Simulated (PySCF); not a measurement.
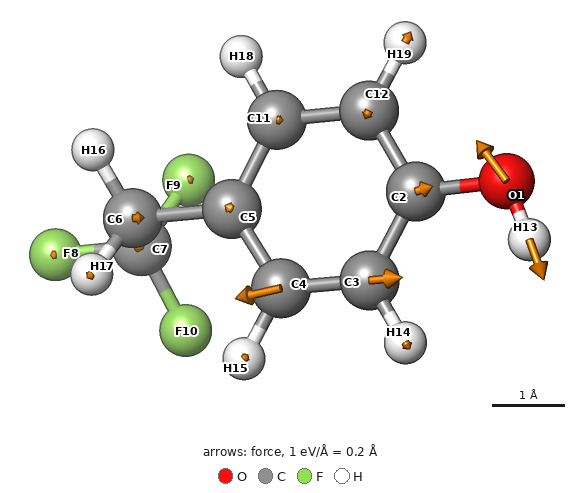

Starting geometry of C8H7F3O with the computed forces as orange arrows. The picture is a ball-and-stick view, seen at a tilt.

The start comes from GFN2-xTB. Its atoms were then displaced at random by about 0.01 Å.

Method: PBE0-D3(BJ)/def2-SVP geometry optimisation, gas phase in PySCF. 

**Is this structure relaxed? If not, where do the atoms go?**

It isn't relaxed: the largest force vector, on O1, is 3.88 eV/Å. The final displacements follow the starting forces only in part (cosine between the two patterns 0.42). Over 6 geometry steps the energy falls by 5.88 kcal/mol. The atom that moves furthest after the best rigid fit is F8 (0.077 Å). Largest moves by element: F 0.077 Å, H 0.054 Å, C 0.054 Å, O 0.034 Å. Among the contacts that change: C3–C4 1.331 → 1.392 Å, O1–H13 0.912 → 0.963 Å, O1–C2 1.378 → 1.348 Å, C12–H19 1.067 → 1.091 Å. Bond angles that change, for instance: C5–C6–C7 109.5° → 113.1°, C5–C4–H15 117.0° → 119.7°. Cost: 2.6 min on 2 threads of Intel(R) Xeon(R) Processor @ 2.70GHz, with other jobs on the host.
